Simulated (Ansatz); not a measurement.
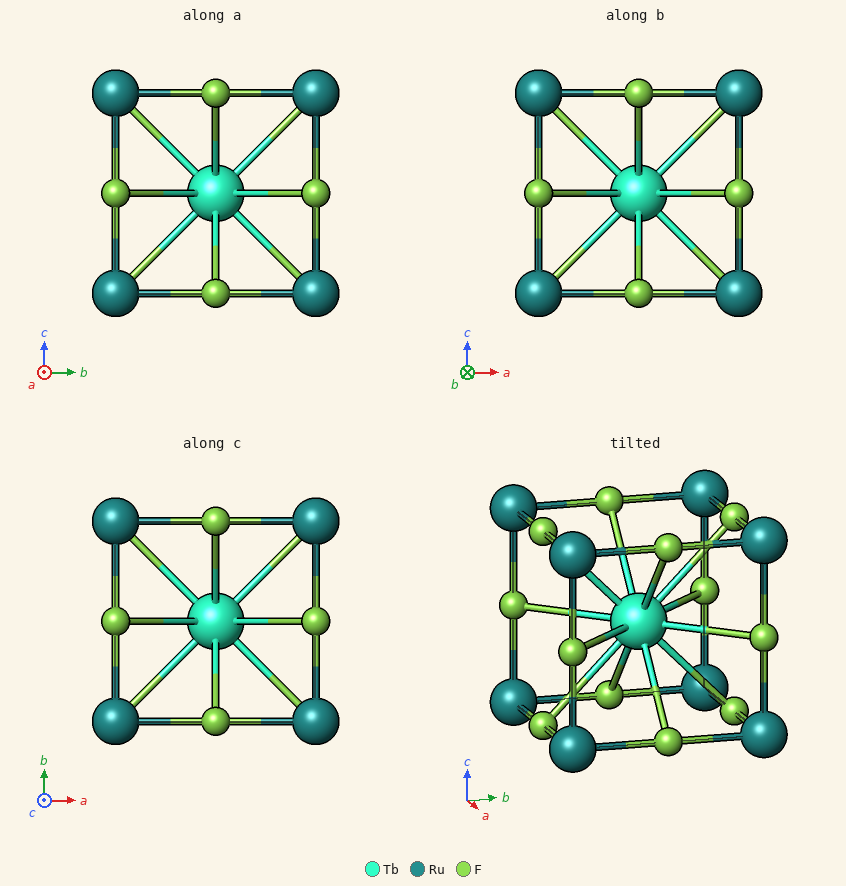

Drawn in the ball-and-stick manner and seen along the a axis, along the b axis, along the c axis and slightly off an axis. Atoms at the boundary of the conventional unit cell (the box) are drawn once for each face, edge or corner they touch.

Lattice parameters: a = 4.273 Å, b = 4.273 Å, c = 4.273 Å, α = 90.00°, β = 90.00°, γ = 90.00°.

Write down what is shown as a table of Wyckoff sites.

Space group Pm-3m (No. 221).
| atom | site | x | y | z |
| --- | --- | --- | --- | --- |
| Tb | 1b | 0.5000 | 0.5000 | 0.5000 |
| Ru | 1a | 0.0000 | 0.0000 | 0.0000 |
| F | 3d | 0.0000 | 0.5000 | 0.0000 |

The initial geometry was a structure type filled with these elements by a generator (whether the compound takes this form wasn't checked). Earlier steps of the study, as a rule a relaxation of our own, may have changed the cell and positions, so they can lie some per cent off the listed ones. It was set up as input for a calculation with Ansatz.
